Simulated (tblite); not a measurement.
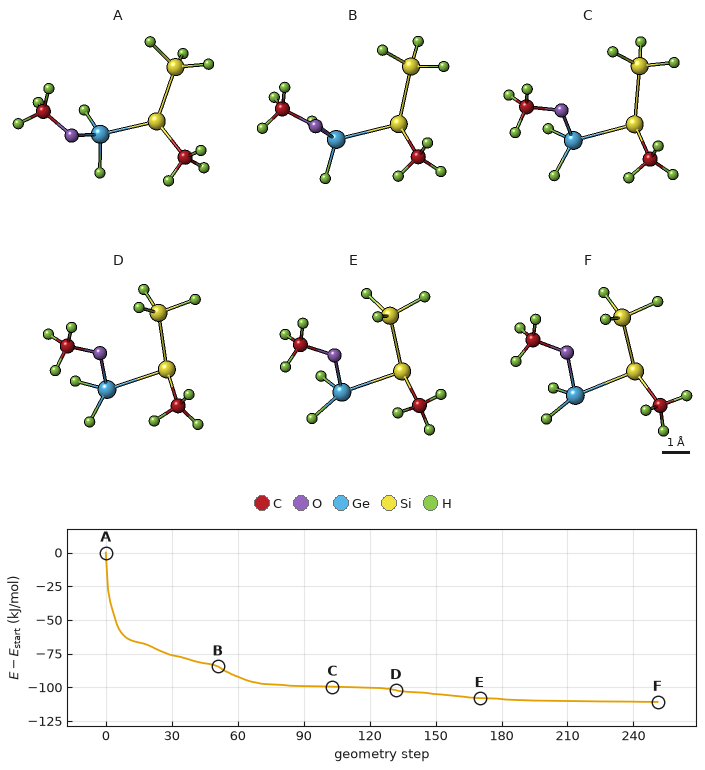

Frames of a relaxation of C$_{2}$H$_{11}$GeOSi$_{2}$ (multiplicity 2), marked on the history of the run. Style: ball-and-stick. Shown face on.

The calculation used GFN2-xTB geometry optimisation, gas phase (tblite 0.8.0). 

Describe the path.

Answer. The energy falls by 110.8 kJ/mol in 251 geometry steps. An H atom moves most after the best rigid fit: 2.09 Å. Largest moves by element: H 2.09 Å, O 1.61 Å, C 1.03 Å, Si 1.02 Å, Ge 0.68 Å. Some distances before and after: O–Si 4.719 → 2.484 Å, Si–Si 2.146 → 2.357 Å, Ge–Si 2.252 → 2.421 Å, C–Si 1.819 → 1.924 Å. Among the angles between lasting bonds that change: Si–Ge–H 108.1° → 142.8°, O–Ge–Si 110.0° → 77.7°, Ge–Si–Si 120.8° → 100.1°. Groups turn about C–O by about 95°, Ge–O by about 65°. Cost: 2 s on 1 thread of Arm Neoverse V2 (shared host). From step 0 to 51: a Si atom moves most (0.74 Å), energy −84.5 kJ/mol. From step 51 to 103: the O atom moves most (0.83 Å), energy −15.0 kJ/mol. From step 103 to 132: an H atom moves most (1.04 Å), energy −2.55 kJ/mol. From step 132 to 170: an H atom moves most (0.70 Å), energy −5.88 kJ/mol. From step 170 to 251: an H atom moves most (0.60 Å), energy −2.86 kJ/mol.

| step | E − E(0), kJ/mol |
| --- | --- |
| 0 | 0.00 |
| 1 | -27.32 |
| 2 | -36.43 |
| 3 | -42.34 |
| 4 | -47.80 |
| 5 | -53.09 |
| 6 | -56.72 |
| 7 | -59.26 |
| 8 | -61.18 |
| 9 | -62.67 |
| 10 | -63.83 |
| 23 | -71.55 |
| 35 | -77.87 |
| 48 | -82.89 |
| 61 | -92.68 |
| 73 | -97.58 |
| 86 | -98.91 |
| 99 | -99.28 |
| 111 | -99.77 |
| 124 | -100.37 |
| 137 | -103.29 |
| 150 | -104.99 |
| 162 | -106.76 |
| 175 | -108.16 |
| 188 | -109.41 |
| 200 | -109.83 |
| 213 | -110.12 |
| 226 | -110.41 |
| 238 | -110.52 |
| 251 | -110.79 |
